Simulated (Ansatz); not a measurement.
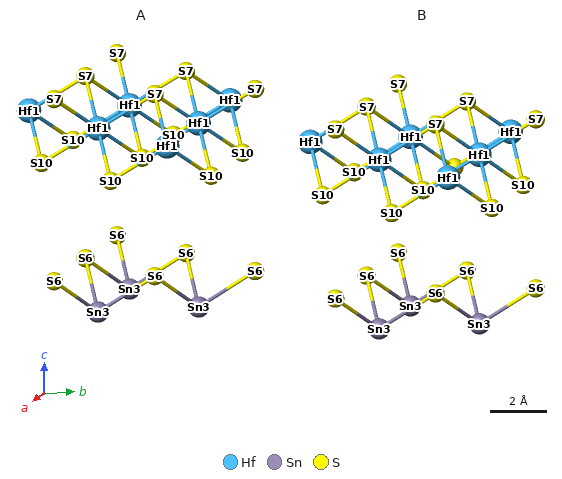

Two geometries of solid HfSn3S8 (a generated structure, set up in P-3m1), drawn at one scale. One is the start of a relaxation, the other its converged end. The picture is a ball-and-stick view of the atoms within 5.8 Å of the atom that moves most (axes of the cell of the calculation), seen slightly off an axis.

All numbers below come from Ansatz 0.2.0, DFT PBE, scalar-relativistic, plane waves, PAW. (plane-wave cutoff 420 eV; k-point mesh 12 × 12 × 2; occupations gaussian; smearing width 0.02 eV; no spin polarisation; cell and atoms relaxed; force threshold 0.01 eV/Å; at most 80 steps)

> Which one is relaxed?

Structure A is the relaxed one. The largest moves relative to the cell, 0.17 Å, are those of S7 and S10. S10 goes along +c. Largest moves by element: S 0.17 Å, Sn 0.04 Å. Hf stays in place. Cell: a = b 3.680 → 3.690 Å (+0.3 %), c 24.956 → 27.274 Å (+9.3 %). Volume +9.9 %. Near-neighbour distances that change, for instance: Sn3–S6 2.580 → 2.595 Å, Hf1–S10 2.580 → 2.565 Å. The space group stays P-3m1 (No. 164). Over 7 accepted moves (8 points after the start) the energy falls by 75.4 meV per cell of the calculation. The largest force component goes from 0.37 to 0.0018 eV/Å. The pressure goes from 0.79 to 0.01 GPa. The SCF was repeated once at an unchanged geometry on a basis and grid sized afresh for the cell, which shifted the energy by 8.8 meV per cell of the calculation at most.
